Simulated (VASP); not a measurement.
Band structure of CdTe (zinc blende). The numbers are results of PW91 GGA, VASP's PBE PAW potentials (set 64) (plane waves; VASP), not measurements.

Unless said otherwise, spin-orbit coupling is left out, though it shifts the bands of the heavy elements here.

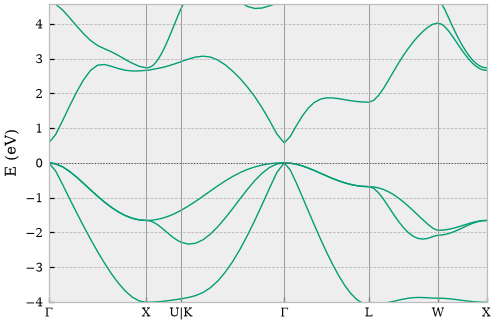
Fig. 1. Bands along high-symmetry lines, zero at the valence-band maximum or, without a gap, the Fermi level

Question: Read the plot: is there a gap, and where are the band edges?

Answer: The gap is direct, 0.57 eV, from the valence maximum at Γ to the conduction minimum at Γ. (Edges off the drawn lines would not show.)

Measured: gap 1.63 eV (computed value off by -1.06 eV), as given by Anna Miglio et al., npj Computational Materials (2020), arXiv:2011.12765 [zero-point renormalisation of 16 meV (experimental, the table's column) added back].

The compound is CdTe in the zinc blende structure. It was relaxed first, which changed the volume by +7 %.
